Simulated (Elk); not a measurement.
# Electronic structure of magnetic Cr (Chromium)

How do the spin channels of Cr (Chromium) fill?

Main program and level: Elk 11.2.3 (patched build); PBE; all-electron APW+lo, Dirac cores, scalar-relativistic bands.

### 1. Starting point

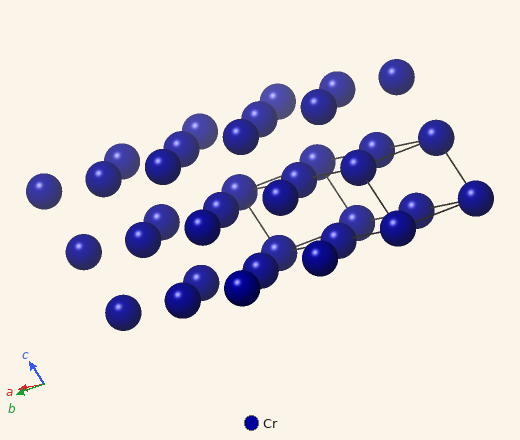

The starting structure, seen from a free direction (chromium blue). 1×3×2 cells are drawn. Some periodic images of atoms are drawn too.

### 2. Ground-state run

Bands and densities of states are read from a converged potential, so the magnetic state comes first.

This is the lowest of the starts that converged (antiferro q=(1/2,1/2,1/2) +-). Its cell is doubled, so bands are folded, the special points are those of the doubled cell and densities of states count per doubled cell.

Moments are seeded by fields in the spheres (the last three columns under atoms), set against the wanted direction and reduced each loop.

elk.in

```
tasks
  0

xctype
  20

rgkmax
  7.0

nempty
  12

swidth
  0.001837

reducebf
  0.5

epsengy
  1e-05

maxscl
  100

lmaxi
  3

spinpol
  .true.

sppath
  './'

avec
  -5.44978117081 5.44978117081 5.44978117081
  0.00000000000 0.00000000000 5.44978117081
  0.00000000000 5.44978117081 0.00000000000

atoms
  1
  'Cr.in'
  2
  0.0000000000 0.0000000000 0.0000000000   0.000000 0.000000 -0.125000
  0.5000000000 0.0000000000 0.0000000000   0.000000 0.000000 0.125000

ngridk
  8 16 16
```

The run is started by

```bash
$ OMP_NUM_THREADS=4 elk
```

Numbers of over 12 decimals in the logs are rounded to 6 here.

The log of the run:

```text
┌─────────────────────────┐
│ Elk code version 11.2.3 │
└─────────────────────────┘

All units are atomic (Hartree, Bohr, etc.)

┌─────────────────────────────────────────────────┐
│ Ground-state run starting from atomic densities │
└─────────────────────────────────────────────────┘

Lattice vectors :
  -5.449781171       5.449781171       5.449781171
   0.000000000       0.000000000       5.449781171
   0.000000000       5.449781171       0.000000000

Species : 1 (Cr)
 parameters loaded from : Cr.in
 name : chromium
 nuclear charge    :   -24.00000000
 electronic charge :    24.00000000
 atomic mass :    94783.09202
 muffin-tin radius :    2.334824469
 number of radial points in muffin-tin :    993
 inner part over the whole radius :   0.9938561239E-02
 number on inner part of muffin-tin    :    699
 approximate nuclear radius :   0.6987106690E-04
 number of mesh points to nuclear radius :    329
 atomic positions (lattice), magnetic fields (Cartesian) :
  1 :   0.00000000  0.00000000  0.00000000    0.00000000  0.00000000 -0.12500000
  2 :   0.50000000  0.00000000  0.00000000    0.00000000  0.00000000  0.12500000

Total number of atoms per unit cell :    2
Total muffin-tin volume :    106.6304675
 ratio of muffin-tin to unit cell volume :   0.6587856359

Spin treatment :
 spin-polarised
 global magnetic field (Cartesian) :    0.000000000       0.000000000       0.000000000
 collinear magnetisation in z-direction

Number of Bravais lattice symmetries :   48
Number of crystal symmetries         :   96
Crystal has inversion symmetry
Real symmetric eigensolver will be used

k-point grid :      8    16    16
k-point offset :    0.000000000       0.000000000       0.000000000
k-point set is reduced with full crystal symmetry group
Total number of k-points :       85

Muffin-tin radius times maximum |G+k| :    7.000000000
 using average radius
Maximum |G+k| for APW functions       :    2.998084049
Maximum (1/2)|G+k|²                   :    4.494253983
Maximum |G| for potential and density :    12.00000000
Constant for pseudocharge density :    7
 order of it for each species :   14
 order of it for pair densities of each species (exact exchange by exxq0 0: 14) :   10
Radial integration step length :    1

G-vector grid sizes :     40    21    21
Number of G-vectors :     4729

Maximum angular momentum used for
 APW functions            :    8
 outer part of muffin-tin :    6
 inner part of muffin-tin :    3

Number of empty states         :     24
Total number of valence states :     78
Total number of core states    :     20

Third-order local-orbitals added for an l without core states : T
Total number of local-orbitals :     46

Exchange-correlation functional :     20     0     0
 Perdew-Burke-Ernzerhof, Phys. Rev. Lett. 77, 3865 (1996)
 gradient requirement :    1
 generalised gradient approximation (GGA)

Smearing type :    3
 Fermi-Dirac
Smearing width :   0.1837000000E-02
Effective electronic temperature (K) :    580.0787206

Mixing type :    3
 Broyden mixing, J. Phys. A: Math. Gen. 17, L317 (1984)

Kohn-Sham potential initialised from atomic data

┌──────────────────────────────┐
│ Self-consistent loop started │
└──────────────────────────────┘

┌─────────────────┐
│ Loop number : 1 │
└─────────────────┘

Energies :
 Fermi                       :     0.321904
 sum of occupied eigenvalues :     -1220.8561690041
 electron kinetic            :      2115.8408203728
 core electron kinetic       :      1925.9804655071
 Coulomb                     :     -4121.0842241356
 Coulomb potential           :     -3224.8803102507
 nuclear-nuclear             :     -384.63901597461
 electron-nuclear            :     -4263.5713083926
 Hartree                     :      527.12610023160
 Madelung                    :     -2508.6440690102
 xc potential                :     -111.69982660211
 xc effective B-field        :    -0.76581375046267E-01
 external B-field            :      0.000000
 exchange                    :     -94.516618625066
 correlation                 :     -2.190600
 electron entropic           :    -0.15611198225334E-03
 total energy                :     -2101.9507786860
 (external B-field energy excluded from total)

Density of states at Fermi energy :    13.70183279
 (states/Hartree/unit cell)

Estimated indirect band gap :   0.5495309612E-03
 from k-point 8 to k-point 9
Estimated direct band gap   :   0.1072818898E-01
 at k-point 28

Charges :
 core                        :    20.00000000
 valence                     :    28.00000000
 interstitial                :    2.874256198
 muffin-tins (core leakage)
  species : 1 (Cr)
   atom 1                    :    22.56287190     ( -0.2218858199E-06)
   atom 2                    :    22.56287190     ( -0.2218858199E-06)
 total in muffin-tins        :    45.12574380
 total calculated charge     :    47.99995973
 total charge                :    48.00000000
 error                       :   0.4027163492E-04

Moments :
 interstitial                :   0.4831959384E-17
 muffin-tins
  species : 1 (Cr)
   atom 1                    :    1.408165941
   atom 2                    :   -1.408165941
 total in muffin-tins        :    0.000000000
 total moment                :   0.4831959384E-17

[... earlier loops left out ...]

┌──────────────────┐
│ Loop number : 20 │
└──────────────────┘

Energies :
 Fermi                       :     0.372001
 sum of occupied eigenvalues :     -1220.8845129185
 electron kinetic            :      2125.8895182243
 core electron kinetic       :      1925.4934204470
 Coulomb                     :     -4130.0611065954
 Coulomb potential           :     -3220.1913705151
 nuclear-nuclear             :     -384.63901597461
 electron-nuclear            :     -4286.4710728433
 Hartree                     :      541.04898222249
 Madelung                    :     -2519.9654213378
 xc potential                :     -126.53054003041
 xc effective B-field        :    -0.52120506848751E-01
 external B-field            :      0.000000
 exchange                    :     -95.417377325462
 correlation                 :     -2.185770
 electron entropic           :    -0.20424416828759E-03
 total energy                :     -2101.7749402317
 (external B-field energy excluded from total)

Density of states at Fermi energy :    17.91835834
 (states/Hartree/unit cell)

Estimated indirect band gap :   0.2134903618E-02
 from k-point 32 to k-point 23
Estimated direct band gap   :   0.1149316152E-01
 at k-point 8

Charges :
 core                        :    20.00000000
 valence                     :    28.00000000
 interstitial                :    2.362652985
 muffin-tins (core leakage)
  species : 1 (Cr)
   atom 1                    :    22.81867351     ( -0.2218884614E-06)
   atom 2                    :    22.81867351     ( -0.2218884614E-06)
 total in muffin-tins        :    45.63734701
 total calculated charge     :    47.99998479
 total charge                :    48.00000000
 error                       :   0.1521288767E-04

Moments :
 interstitial                :   0.3294620566E-17
 muffin-tins
  species : 1 (Cr)
   atom 1                    :    1.160640985
   atom 2                    :   -1.160640985
 total in muffin-tins        :  -0.2220446049E-15
 total moment                :  -0.2187499844E-15

┌──────────────────────────────┐
│ Self-consistent loop stopped │
└──────────────────────────────┘

Wrote STATE.OUT
```

It took 5 min on 4 threads of Intel Xeon at 2.70GHz, shared host; peak memory 0.2 GiB; 19 min of CPU time.

Spin moment in the muffin-tin sphere by atom:

```csv
atom,spin moment in the muffin-tin sphere (μB)
Cr1,1.16
Cr2,-1.16
```

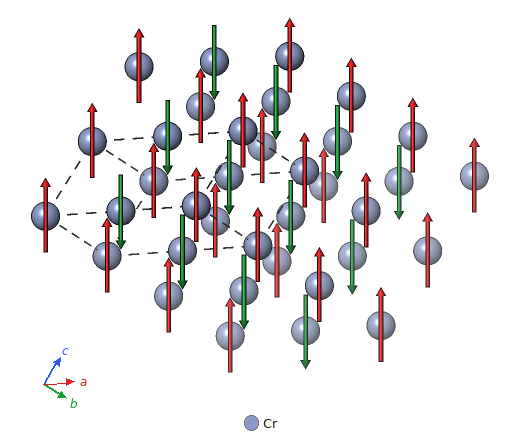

Spin moment in the muffin-tin sphere as arrows, the longest 1.16 μB. Up and down stand for the sign. Arrows give size and sign along the axis of quantisation, drawn up and down the page. The two directions have two colours. 1×3×2 cells are drawn. Some periodic images of atoms are drawn too.

This step gave:

- density of states at the Fermi level: 0.6585 states/eV/cell
- moment between the spheres: 0 μB
- magnetization: 0 μB
- final state: antiferromagnetic

### 3. Bands and density of states

The potential is kept. Point names follow a standard table for this cell's lattice and can differ from other conventions. The density of states is interpolated from the levels on the mesh (so its value at the Fermi level can differ from the smeared one of the ground-state run), and the bands are solved anew along a path of special points.

elk.in

```
tasks
  10
  20
  15
  33
  73

xctype
  20

rgkmax
  7.0

nempty
  12

swidth
  0.001837

reducebf
  0.5

epsengy
  1e-05

maxscl
  100

lmaxi
  3

spinpol
  .true.

sppath
  './'

avec
  -5.44978117081 5.44978117081 5.44978117081
  0.00000000000 0.00000000000 5.44978117081
  0.00000000000 5.44978117081 0.00000000000

atoms
  1
  'Cr.in'
  2
  0.0000000000 0.0000000000 0.0000000000   0.000000 0.000000 -0.000125
  0.5000000000 0.0000000000 0.0000000000   0.000000 0.000000 0.000125

ngridk
  8 16 16

wplot
  300 60 1
  -0.35000 0.25000

plot1d
  7 84
  0.00000000 0.00000000 0.00000000
  0.50000000 0.00000000 0.50000000
  0.00000000 0.00000000 0.50000000
  0.00000000 0.00000000 0.00000000
  0.50000000 0.50000000 0.50000000
  0.50000000 0.00000000 0.50000000
  0.50000000 0.50000000 0.50000000

plot3d
  0 0 0
  1 0 0
  0 1 0
  0 0 1
  25 15 15
```

The run is started by

```bash
$ OMP_NUM_THREADS=4 elk
```

The log of the run:

```text
┌─────────────────────────────────┐
│ Elk code version 11.2.3 started │
└─────────────────────────────────┘

Info(readinput): the functional depends on the density's gradient
 muffin-tin radial points multiplied by    2.00000
 (not where nrmtscf is given)

┌───────────────────┐
│ Current task : 10 │
└───────────────────┘
Info(checkmt): changed muffin-tin radius of species 1 (Cr) from   2.4000 to   2.3348

Info(writedos):
 Total density of states written to TDOS.OUT

 Partial density of states written to PDOS_Sss_Aaaaa.OUT
 for all species and atoms

 Spin-quantisation axis :    0.000000000       0.000000000       1.000000000

 Eigenvalues of a random matrix symmetrised with the site
 symmetries in the Yₗₘ basis written to ELMIREP.OUT for all
 species and atoms. Degenerate eigenvalues correspond to
 irreducible representations of each site symmetry group

 Interstitial density of states written to IDOS.OUT

 Fermi energy is at zero in plots

 DOS units are states/Hartree/unit cell

┌───────────────────┐
│ Current task : 20 │
└───────────────────┘

Info(bandstr):
 Band structure plot written to BAND.OUT

 Fermi energy is at zero in plot

 Vertex location lines written to BANDLINES.OUT

┌───────────────────┐
│ Current task : 15 │
└───────────────────┘

Info(writelsj):
 muffin-tin L, S and J expectation values written to LSJ.OUT

┌───────────────────┐
│ Current task : 33 │
└───────────────────┘

Info(rhoplot): 3D density plot written to RHO3D.OUT

┌───────────────────┐
│ Current task : 73 │
└───────────────────┘

Info(vecplot):
 3D magnetisation density written to MAG3D.OUT

┌──────────────────┐
│ Elk code stopped │
└──────────────────┘
```

Elapsed: 2.2 min, on 4 threads; peak memory 0.33 GiB; 8.5 min of CPU time.

Electronic bands along the path, in eV, zero at the Fermi level; # counts the bands kept:

```csv
point,up #5,up #6,up #7,up #8,down #5,down #6,down #7,down #8
Γ,-0.83,-0.83,1.27,1.28,-0.83,-0.83,1.27,1.28
X,-0.78,-0.78,0.20,0.31,-0.78,-0.78,0.20,0.31
M,1.03,1.03,1.10,1.11,1.03,1.03,1.10,1.11
Γ,-0.83,-0.83,1.27,1.28,-0.83,-0.83,1.27,1.28
R,-1.79,-1.79,1.13,1.13,-1.79,-1.79,1.13,1.13
X,-0.78,-0.78,0.20,0.31,-0.78,-0.78,0.20,0.31
R,-1.79,-1.79,1.13,1.13,-1.79,-1.79,1.13,1.13
```

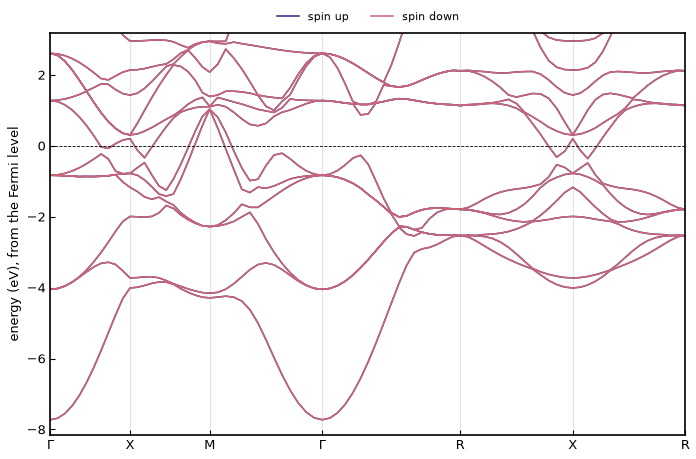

Electronic bands along the path; the two colours are the two spins.

The density of states has structure finer than the step of the table below, so its rows give means over 0.5 eV, whole bins alone (the curve runs from -9.52 to 6.75 eV). Peaks (eV: height): up = down -3.32: 1.81, -2.18: 2.53, -1.20: 2.52, 1.20: 3.79, 1.52: 3.23, 2.07: 2.44; Cr1 d up -3.27: 0.695, -2.18: 1.34, -1.20: 1.20, 1.20: 2.01, 1.52: 1.42; Cr1 d down -3.27: 0.439, -2.18: 0.688, -1.25: 0.722, 1.03: 1.68, 1.52: 1.59, 2.07: 1.81.

Table of density of states by energy, zero at the Fermi level; means over each step; values in states/eV/cell:

```csv
energy (eV),up = down,Cr1 d up,Cr1 d down
-8.0,9.7e-6,0,0
-7.5,0.0207,0,0
-7.0,0.0552,1.6e-4,1.2e-4
-6.5,0.0817,6.9e-4,5.0e-4
-6.0,0.109,0.00208,0.00147
-5.5,0.143,0.00541,0.00374
-5.0,0.195,0.0139,0.00916
-4.5,0.333,0.0489,0.0295
-4.0,0.806,0.243,0.146
-3.5,1.37,0.500,0.319
-3.0,1.09,0.439,0.285
-2.5,1.18,0.620,0.283
-2.0,1.87,0.974,0.534
-1.5,2.00,0.938,0.591
-1.0,1.83,0.894,0.489
-0.5,0.747,0.420,0.138
0.0,0.315,0.132,0.0926
0.5,0.793,0.245,0.450
1.0,2.89,1.19,1.49
1.5,2.45,1.06,1.22
2.0,1.73,0.432,1.18
2.5,1.14,0.361,0.691
3.0,0.370,0.115,0.196
3.5,0.371,0.0872,0.181
4.0,0.343,0.0785,0.145
4.5,0.308,0.0691,0.115
5.0,0.286,0.0622,0.0954
5.5,0.256,0.0539,0.0775
6.0,0.232,0.0465,0.0640
```

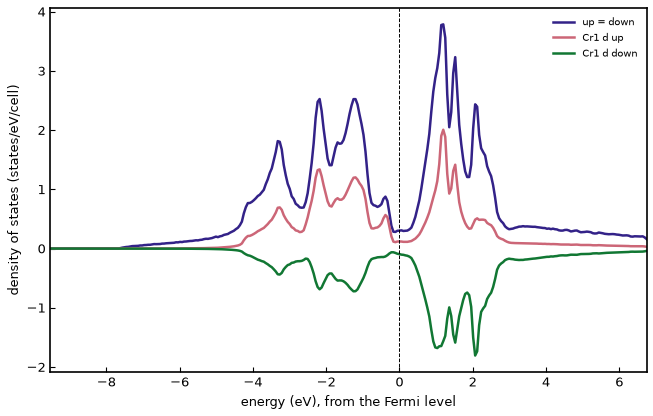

Density of states, plotted against energy. Down spins are drawn negative.

### 4. Results

```yaml
state: antiferromagnetic
largest_moment: 1.16 μB
```

**Reading.** Right at the Fermi level (the table gives means over its steps) the density of states is 0.30 states/eV a cell for spin up and 0.30 for spin down. Within the window shown, the centres of the Cr1 d states of the two spins lie 0.99 eV apart, a rough measure of the splitting of the spins. The state is the lowest of the starts that converged. These are Kohn–Sham levels without spin–orbit coupling.

[Logs and program files are shortened in this print: banners, set-up blocks, solver, clock and traceback lines can be left out without a mark of their own.]

[Logs are printed without paths, hosts, clocks, repeated set-up lines and the standing remarks that a program may print on its own settings, such as how far it seeks lower states.]

[Hosts, paths, dates, database ids (printed as entryN), source tags and the programs' standing remarks are cut or masked in the printed files.]

[Where a cell is said to come from a database of computed structures, the database is the Materials Project.]
